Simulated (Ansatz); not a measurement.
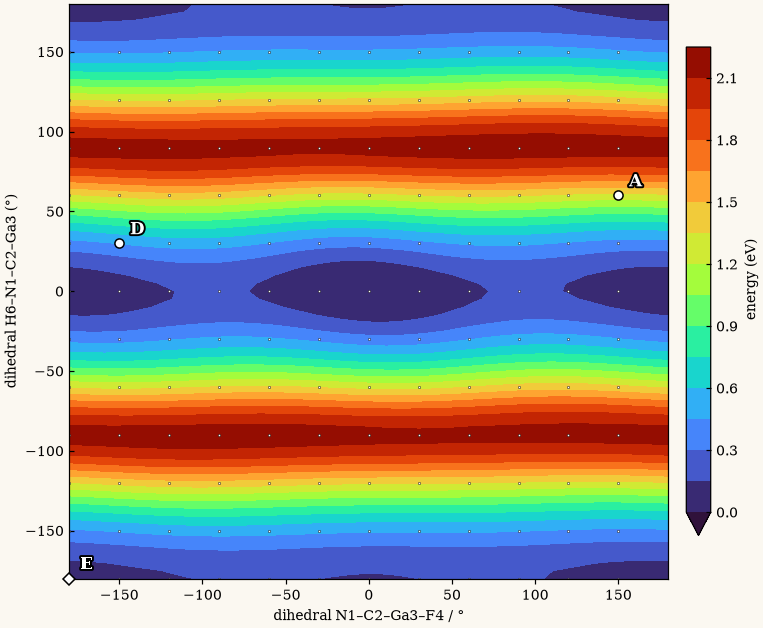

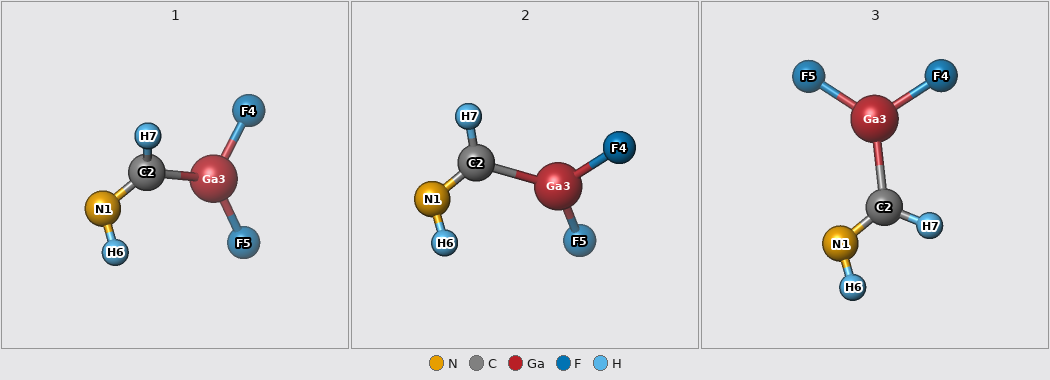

CH₂F₂GaN, SMILES N=[CH][Ga]([F])[F]. The first coordinate is: dihedral N1–C2–Ga3–F4; the second: dihedral H6–N1–C2–Ga3. Nothing is relaxed (all other coordinates rigid). The scan uses a 12 × 12 grid; 74 points were computed and 70 follow by symmetry. Points are written as (first, second). All energies are given in eV relative to the lowest grid point. The dihedral twists a double bond; near 90° a spin-restricted reference is unreliable. Level of theory: Ansatz 0.2.0, RKS B3LYP-D4/def2-TZVP.

The picture shows filled contours, dots at the grid points, lettered points. Between grid points the surface is interpolated. The numbered pictures are the structures at these points, in random order.

> Which structure belongs to which point?

A is structure 1: (150°, 60°), 1.30 eV; D is structure 2: (−150°, 30°), 0.46 eV; E is structure 3: (−180°, −180°), 0.10 eV.
